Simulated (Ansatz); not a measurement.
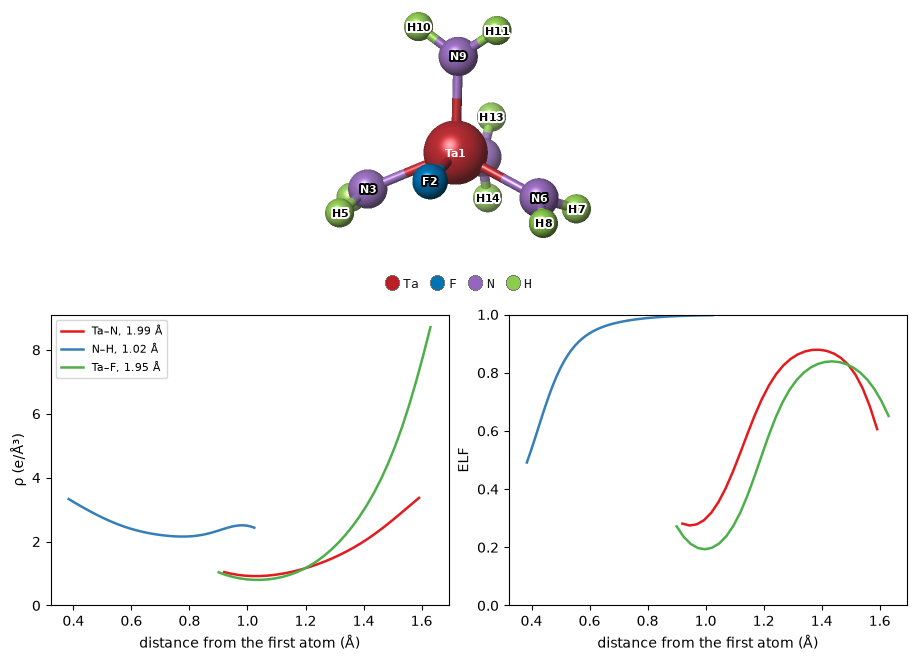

*FH8N4Ta. Electron density and ELF along straight lines between neighbouring atoms. The curves leave out the atomic cores. The structure is drawn too.*

Core potentials replace the inner electrons of Ta.

Theory: RKS PBE/def2-SVP in Ansatz 0.2.0.

Input file:

```
crystal:
  periodic: [false, false, false]
  atoms:
    - { symbol: Ta, position_ang: [0.0, 0.0, 0.0] }
    - { symbol: F, position_ang: [1.93, 0.0, 0.0] }
    - { symbol: "N", position_ang: [0.0, 0.0, 2.16] }
    - { symbol: H, position_ang: [-0.2456, -0.8845, 2.69] }
    - { symbol: H, position_ang: [0.2456, 0.8845, 2.69] }
    - { symbol: "N", position_ang: [0.0, 0.0, -2.16] }
    - { symbol: H, position_ang: [-0.6116, -0.6845, -2.69] }
    - { symbol: H, position_ang: [0.6116, 0.6845, -2.69] }
    - { symbol: "N", position_ang: [-1.08, 1.8706, 0.0] }
    - { symbol: H, position_ang: [-1.6414, 2.1584, 0.8518] }
    - { symbol: H, position_ang: [-1.0486, 2.5007, -0.8518] }
    - { symbol: "N", position_ang: [-1.08, -1.8706, 0.0] }
    - { symbol: H, position_ang: [-1.8056, -2.0636, 0.7482] }
    - { symbol: H, position_ang: [-0.8844, -2.5955, -0.7482] }
basis:
  gaussian: { orbitals: def2-SVP }
hamiltonian:
  xc: pbe
relax:
  f_tol: 0.02
  max_steps: 40
output:
  orbitals: {}
```

Run with:

```sh
ansatz run input.yaml --threads 4 --pin off --max-ram 5120MiB --backend cpu --events-out ev --progress --plain --runs-dir out
```

The fields are those of the run's last geometry, not of the input's.

Q: Compare the contacts.

A: Ta–N (1.99 Å): ρ at the midpoint is about 0.93 e/Å³; the ELF peaks at about 0.90 in the valence shell of N, 0.6 Å from its nucleus, and is about 0.30 at the midpoint.
N–H (1.02 Å): the density is about 2.7 e/Å³ at the midpoint; the ELF climbs to about 1 towards the hydrogen, as it does in any bond to H (an ordinary covalent bond to hydrogen).
Ta–F (1.95 Å): ρ at the midpoint is about 0.85 e/Å³; the ELF peaks at about 0.85 in the valence shell of F, 0.5 Å from its nucleus, and drops to about 0.20 between the two atoms.
